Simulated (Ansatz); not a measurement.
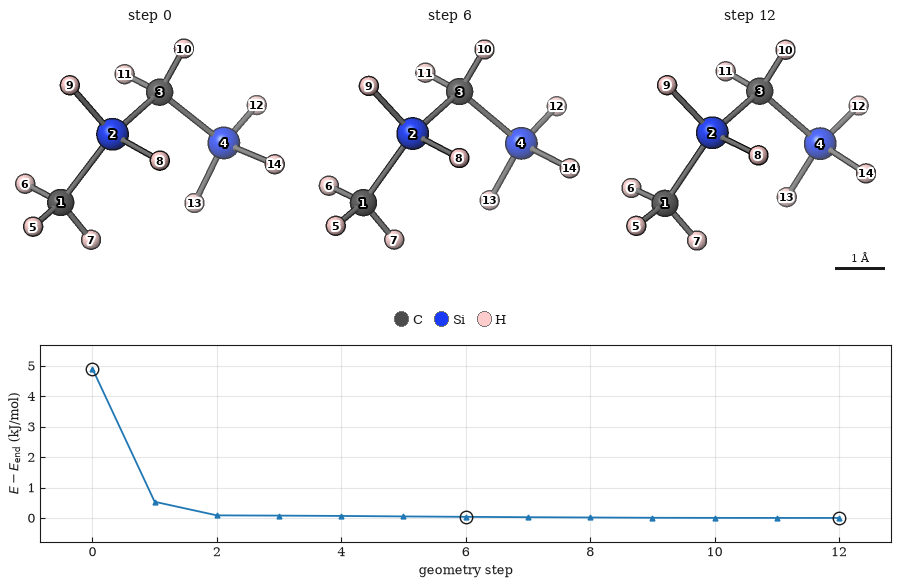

Frames of a relaxation of C2H10Si2, marked on the history of the run. Style: ball-and-stick. Shown at a tilt.

The start comes from PBE-D4/def2-SVP.

Theory: RKS PBE0-D4/def2-TZVP in Ansatz 0.2.0.

The input:
```yaml
crystal:
  periodic: [false, false, false]
  atoms:
    - {symbol: C, position_ang: [-1.598487, 0.686075, 1.084726]}
    - {symbol: Si, position_ang: [-0.296906, -0.683820, 1.051201]}
    - {symbol: C, position_ang: [1.210257, -0.176859, 0.015552]}
    - {symbol: Si, position_ang: [0.902978, 0.049198, -1.837675]}
    - {symbol: H, position_ang: [-2.473570, 0.386124, 1.695495]}
    - {symbol: H, position_ang: [-1.179489, 1.615981, 1.521405]}
    - {symbol: H, position_ang: [-1.957807, 0.919947, 0.062198]}
    - {symbol: H, position_ang: [-0.891288, -1.943452, 0.472848]}
    - {symbol: H, position_ang: [0.146720, -0.993332, 2.460000]}
    - {symbol: H, position_ang: [1.999899, -0.949528, 0.139835]}
    - {symbol: H, position_ang: [1.624323, 0.769044, 0.428672]}
    - {symbol: H, position_ang: [2.158885, 0.482499, -2.548531]}
    - {symbol: H, position_ang: [-0.151668, 1.095409, -2.088697]}
    - {symbol: H, position_ang: [0.432451, -1.243385, -2.449531]}
basis:
  gaussian: {orbitals: def2-TZVP}
hamiltonian: {xc: pbe0, dispersion: d4}
relax: {f_tol: 0.005, max_steps: 150}
```

Run as
```bash
ansatz run in.yaml --threads 4 --pin off --events-out ev --progress --plain --max-ram 10444MiB
```

Q: What happens along the run?

A: The energy falls by 4.91 kJ/mol in 12 geometry steps. Largest force component: 0.48 eV/Å at the start, 0.0015 eV/Å at the end. The forces were under the threshold at step 4, but the run went on from there. The largest move after the best rigid fit is that of H14, 0.26 Å. By element the largest moves are H 0.26 Å, C 0.09 Å, Si 0.08 Å. Among the contacts that change: Si2–C3 1.898 → 1.875 Å, C1–Si2 1.890 → 1.870 Å, Si2–H8 1.508 → 1.490 Å, C3–H10 1.112 → 1.096 Å. The run took 23 s on 4 threads of Intel Xeon 6975P-C, on a shared host. From step 0 to 6: H14 moves most (0.13 Å), energy −4.87 kJ/mol. From step 6 to 12: H14 moves most (0.13 Å), energy −0.04 kJ/mol.

```json
{"step": "0", "E − E(0), kJ/mol": "0.00", "largest force component, eV/Å": "0.4849"}
{"step": "1", "E − E(0), kJ/mol": "-4.37", "largest force component, eV/Å": "0.1366"}
{"step": "2", "E − E(0), kJ/mol": "-4.82", "largest force component, eV/Å": "0.0171"}
{"step": "3", "E − E(0), kJ/mol": "-4.83", "largest force component, eV/Å": "0.0079"}
{"step": "4", "E − E(0), kJ/mol": "-4.84", "largest force component, eV/Å": "0.0049"}
{"step": "5", "E − E(0), kJ/mol": "-4.86", "largest force component, eV/Å": "0.0091"}
{"step": "6", "E − E(0), kJ/mol": "-4.87", "largest force component, eV/Å": "0.0179"}
{"step": "7", "E − E(0), kJ/mol": "-4.88", "largest force component, eV/Å": "0.0287"}
{"step": "8", "E − E(0), kJ/mol": "-4.89", "largest force component, eV/Å": "0.0258"}
{"step": "9", "E − E(0), kJ/mol": "-4.90", "largest force component, eV/Å": "0.0135"}
{"step": "10", "E − E(0), kJ/mol": "-4.90", "largest force component, eV/Å": "0.0051"}
{"step": "11", "E − E(0), kJ/mol": "-4.90", "largest force component, eV/Å": "0.0046"}
{"step": "12", "E − E(0), kJ/mol": "-4.91", "largest force component, eV/Å": "0.0015"}
```
